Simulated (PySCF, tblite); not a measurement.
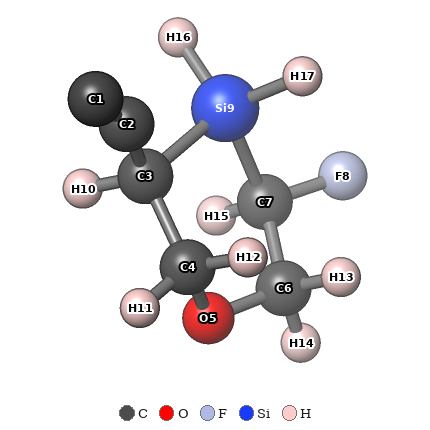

First-order isotropic EPR spectrum (fast tumbling, first derivative) of C₆H₈FOSi, SMILES [C]#C[C@@H]1COC[C@H](F)[SiH2]1, doublet at 9.50 GHz, Lorentzian lines of 0.10 mT full width at half height, from computed g and hyperfine couplings (B3LYP/pcH-1, PySCF 2.14.0, at a GFN2-xTB geometry (a minimum by its frequencies), gas phase); values of one conformer, averaged over methyl-type rotors alone; other conformers aren't averaged in; no vibrational averaging; dilute isotopes left out. The SMILES is one Lewis form and needn't show where the spin sits.

Give g and the hyperfine couplings.

g_iso = 2.0035, which centres the spectrum at 338.8 mT; it spans 1.2 mT.

| nuclei | isotope | a (mT) | a (MHz) |
| --- | --- | --- | --- |
| H10 | ¹H | 0.40 | 11.4 |
| F8 | ¹⁹F | 0.39 | 10.8 |
| H11 | ¹H | 0.21 | 5.9 |
| H17 | ¹H | −0.06 | −1.6 |
| H15 | ¹H | 0.05 | 1.5 |
| H13, H14 | ¹H | 0.03 | 0.9 |
| H12 | ¹H | 0.02 | 0.7 |

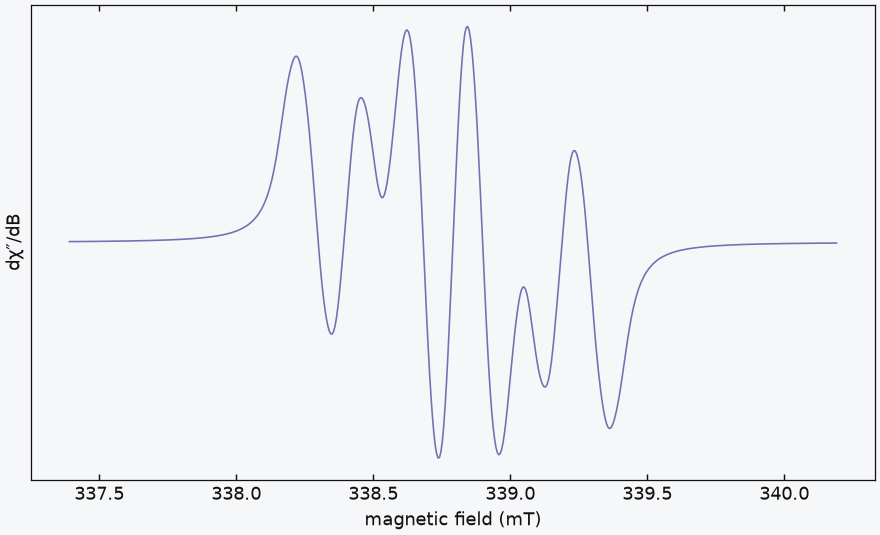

Caveats: the tight-binding geometry is rougher than a DFT one and adds to the error.
